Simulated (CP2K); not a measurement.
Consider fluorocarbonylacetylene at its PBE geometry (Å).

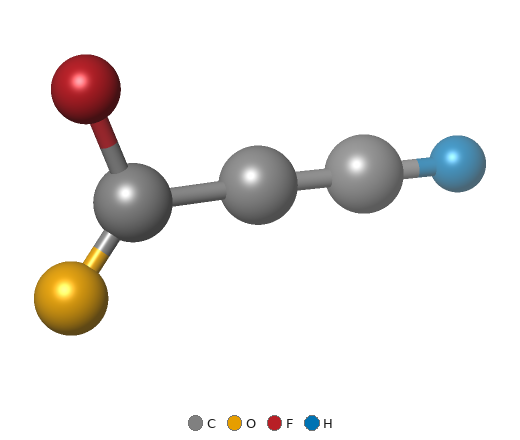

The molecule (carbon grey, oxygen orange, fluorine red, hydrogen blue).

```xyz
6

C     1.5006   -0.1405    0.3702
C     0.3236   -0.0465    0.0967
C    -1.0746    0.0229   -0.2040
O    -1.9555   -0.6949    0.1840
F    -1.3354    1.0793   -1.0576
H     2.5414   -0.2202    0.6106
```

Method: CP2K XAS_TDP, all-electron GAPW, PBEh(45%), aug-cc-pVDZ, TDA, GW2X-corrected core level, no relativity.

Q: Predict the bright core excitations at the C K edge.

Leading lines: C1 287.10 eV, C2 287.40 eV and C3 290.84 eV. The leading line of an atom is its first one with 35 % of the strongest within 2.5 eV of its lowest line over the strength cut. Core ionisation energies at this level: C2 293.69, C3 298.82 and C1 293.89 eV.

The first six lines of each atom with a strength over 0.0015:

| atom | energy (eV) | states | strength, one atom | above the computed threshold |
| --- | --- | --- | --- | --- |
| C1 (bonded to C and H) | 287.10 | 1 | 0.0487 |  |
|  | 288.47 | 1 | 0.0489 |  |
|  | 291.52 | 1 | 0.0086 |  |
|  | 292.34 | 1 | 0.0039 |  |
|  | 293.25 | 1 | 0.0076 |  |
|  | 293.59 | 1 | 0.0108 |  |
| C2 (bonded to 2 C) | 287.40 | 1 | 0.0209 |  |
|  | 288.19 | 1 | 0.0496 |  |
|  | 291.49 | 1 | 0.0374 |  |
|  | 293.16 | 1 | 0.0113 |  |
|  | 293.41 | 2 | 0.0028 |  |
|  | 294.69 | 1 | 0.0024 | yes |
| C3 (bonded to C, F and O) | 290.84 | 1 | 0.0649 |  |
|  | 295.17 | 1 | 0.0273 |  |
|  | 296.90 | 1 | 0.0079 |  |
|  | 297.36 | 1 | 0.0190 |  |
|  | 297.55 | 1 | 0.0066 |  |
|  | 298.48 | 2 | 0.0098 |  |

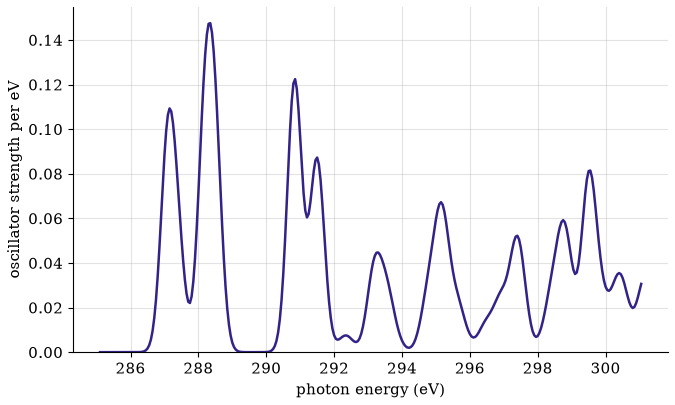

All atoms added, broadened by 0.5 eV.

Lines are vertical, at one geometry, with no vibrational structure. GW2X ionisation energies and lines can be off by 1 to 2 eV either way, and a good line position may hide errors that cancel. These values hold no scalar relativity, about 0.1 eV for C 1s. Rydberg lines, and the discretised continuum above threshold, depend on the basis and the box.

[Banner, clock and machine lines of the logs are left out without a mark of their own.]

[Logs are printed without paths, hosts, clocks, repeated set-up lines and the standing remarks that a program may print on its own settings, such as how far it seeks lower states.]

[Hosts, paths, dates, database ids (printed as entryN), source tags and the programs' standing remarks are cut or masked in the printed files.]
